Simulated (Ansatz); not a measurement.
CH₇B₂Si (SMILES C[B+][BH2-][SiH2+]) (charge +1)

```xyz
11

C    -2.6097    0.9557    0.3368
B    -1.3045    0.2832    0.5731
B     0.1433   -0.3321    0.6406
Si    0.5308   -1.7545    1.8579
H    -2.5088    1.6823   -0.4856
H    -2.9458    1.4961    1.2347
H    -3.3861    0.2274    0.0563
H     0.8510    0.6375    0.8240
H     0.1228   -0.7955   -0.4929
H     0.1735   -3.1757    1.6153
H     1.2838   -1.5897    3.1269
```

Geometry: PBE0-D3(BJ)/pcseg-1.

Level of theory: isolated molecule in a Gaussian basis; Kohn-Sham density functional theory, functional PBE0 in Ansatz.

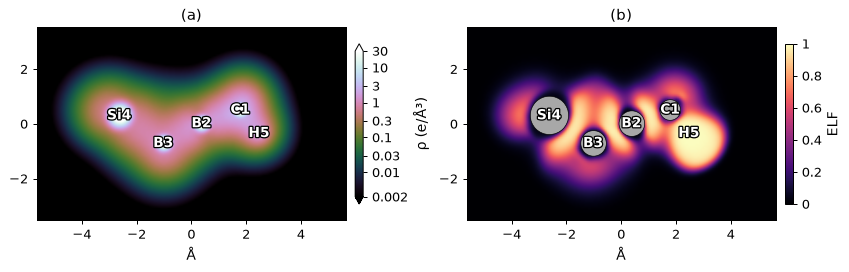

Figure 1. (a) total electron density; (b) electron localisation function on the plane of atoms B2, C1 and H5. Grey discs cover the atomic cores in the ELF map.

Read the bonding off the picture.

The section cuts through C, B, Si and H sites.
C–B (1.49 Å): ρ at the midpoint is about 1.7 e/Å³; the ELF peaks at about 0.95 between the atoms; a covalent bond.
B–B (1.57 Å): the density is about 1.2 e/Å³ at the midpoint; the ELF peaks at about 0.95 between the atoms; localised, covalent bonding.
Si–B (1.91 Å): ρ is about 0.84 e/Å³ halfway; the ELF peaks at about 0.95 between the atoms, as expected for localised, covalent bonding.
C–H (1.10 Å): the density is about 1.9 e/Å³ at the midpoint; the ELF climbs to about 1 towards the hydrogen, as it does in any bond to H; an ordinary covalent bond to hydrogen.

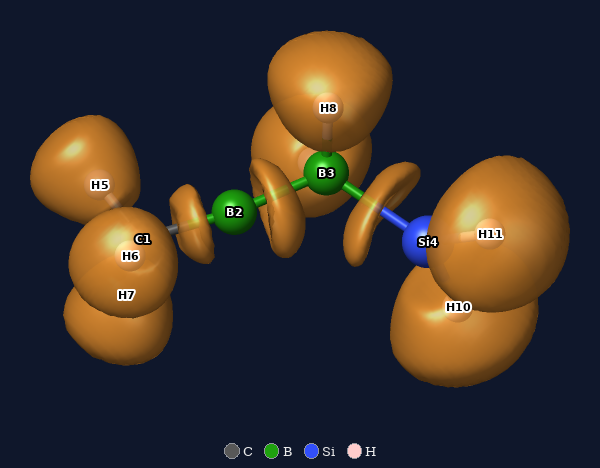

Figure 2. Isosurface of the electron localisation function at 0.85 (orange), seen across its widest extent. Core shells and regions of very low density are left out.

Where are the electrons localised?

The surface consists of one region between bonded B–B atoms (shared pairs), one region between bonded B–C atoms (shared pairs), one region between bonded B–Si atoms (shared pairs) and seven regions around hydrogen nuclei.

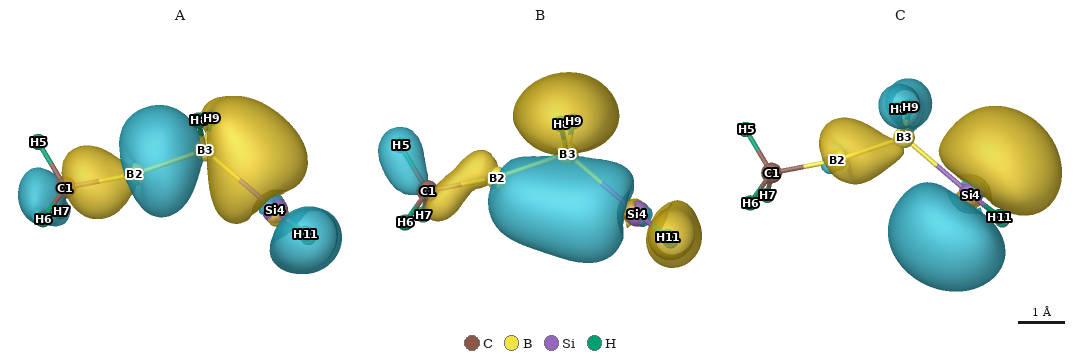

Figure 3. Three frontier orbitals at ±0.1 Å⁻³ᐟ² (yellow and cyan are the two phases), in no order.

Which picture is the HOMO−1, the HOMO and the LUMO?

A is the HOMO−1 (−14.22 eV). It lies mainly on B3 (about 30 %), Si4 (about 25 %), B2 (about 20 %) and C1 (about 10 %). B is the HOMO (−13.88 eV). It lies mainly on B3 (about 35 %), Si4 (about 20 %), B2 (about 15 %), H9 (about 10 %) and H8 (about 10 %). C is the LUMO (−7.98 eV). Its weight (Hirshfeld) is mainly on Si4 (about 70 %) and B3 (about 10 %).

What is the HOMO–LUMO gap?

5.90 eV between the orbital energies.
